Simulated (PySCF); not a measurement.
# C5H6Cl2Si (SMILES ClC(Cl)C1=CC=C[SiH2]1): what the fields show

```xyz
14

Cl    2.6435    0.6484   -1.4949
C     2.0285   -0.2231   -0.0596
Cl    2.7208    0.5445    1.3993
C     0.5608   -0.1568   -0.0196
C    -0.2319   -1.2384   -0.0449
C    -1.6613   -0.9789   -0.0011
C    -2.0305    0.3065    0.0584
Si   -0.5023    1.4151    0.0695
H     2.4290   -1.2391   -0.1067
H     0.1338   -2.2548   -0.0945
H    -2.3495   -1.8118   -0.0191
H    -3.0642    0.6050    0.0938
H    -0.3655    2.2429   -1.1253
H    -0.3119    2.1399    1.3224
```

Geometry: GFN2-xTB, NEB image 0 of 0 to 8.

All numbers below come from PySCF 2.14.0, PBE0/pcSseg-1, SCF density, gas phase, non-relativistic.

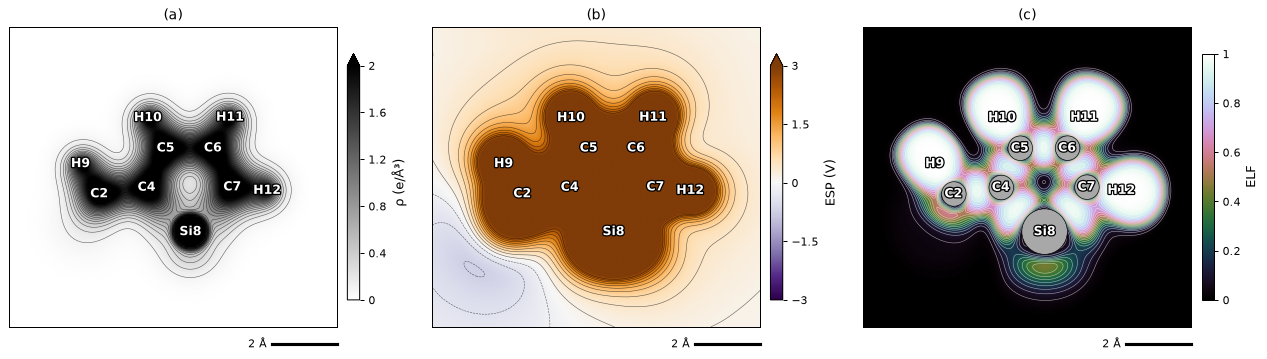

Figure 1. (a) electron density; (b) molecular electrostatic potential; (c) ELF on the plane of atoms C6, C5 and H10. Grey discs cover the atomic cores in the ELF map.

### Describe what can be read from this map.

- The section cuts through C, Si and H sites.
- C–C (1.34 Å): ρ is about 2.2 e/Å³ halfway; the ELF peaks at about 0.90 between the atoms; a multiple bond.
- C–Si (1.89 Å): ρ at the midpoint is about 0.92 e/Å³; the ELF peaks at about 0.95 between the atoms; a covalent bond.
- C–H (1.08 Å): ρ is about 2 e/Å³ halfway; the ELF climbs to about 1 towards the hydrogen, as it does in any bond to H; a covalent bond by its length.
- C–C (1.45 Å): ρ is about 1.9 e/Å³ halfway; the ELF peaks at about 0.95 between the atoms (localised, covalent bonding).
- Outside the dense part of the molecule the potential is most negative (−0.7 V) near Cl3, which lies off the plane.

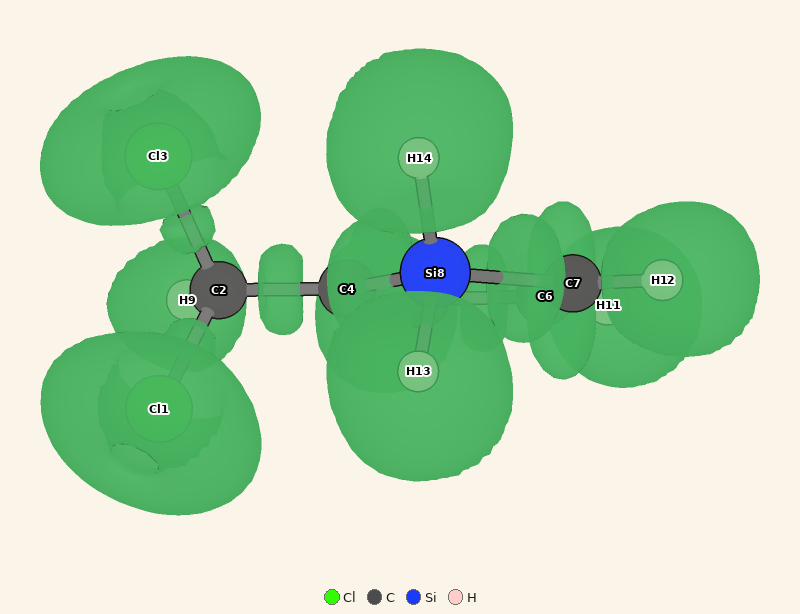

Figure 2. Isosurface of the ELF at 0.8 (green), seen from one side. Core shells and regions of very low density are left out.

### What do the ELF domains correspond to?

At this value the surface marks out four regions between bonded C–C atoms (shared pairs), two regions between bonded C–Cl atoms (shared pairs), two regions between bonded C–Si atoms (shared pairs), six regions around hydrogen nuclei and two rings or bowls of non-bonding electrons around Cl.


 C–Cl (1.79 Å): the ELF peaks at about 0.90 between the atoms; localised, covalent bonding.

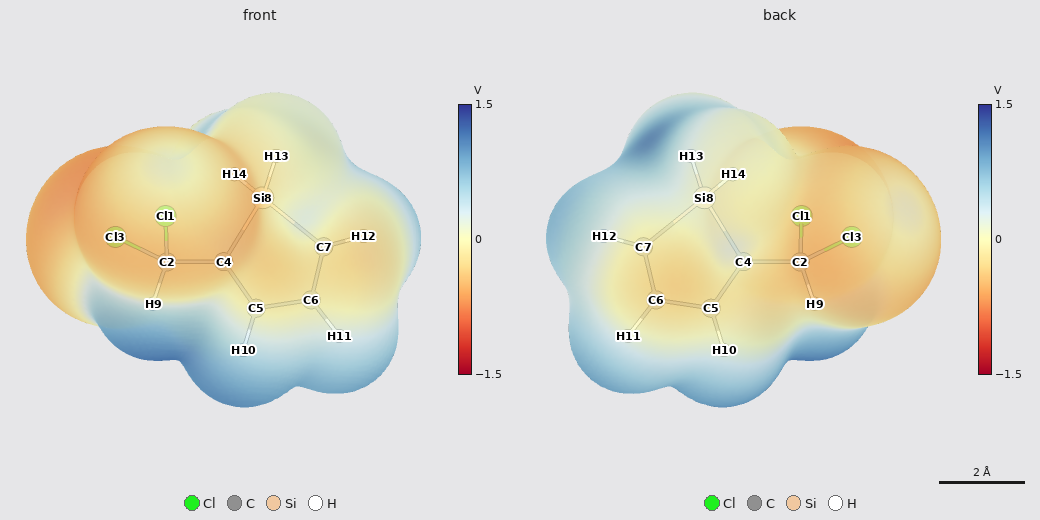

Figure 3. The molecular electrostatic potential painted on the density surface at 0.001 e/bohr³, seen from the front and from behind; the colour scale runs from red (negative) to blue (positive).

### Where is the surface potential most negative and most positive?

The most negative region (about −0.7 V) lies over Cl1 and Cl3, the most positive (about +1.1 V) over Si8, H9 and H10.

### What dipole moment does the calculation give?

Its dipole moment is 2.50 D.
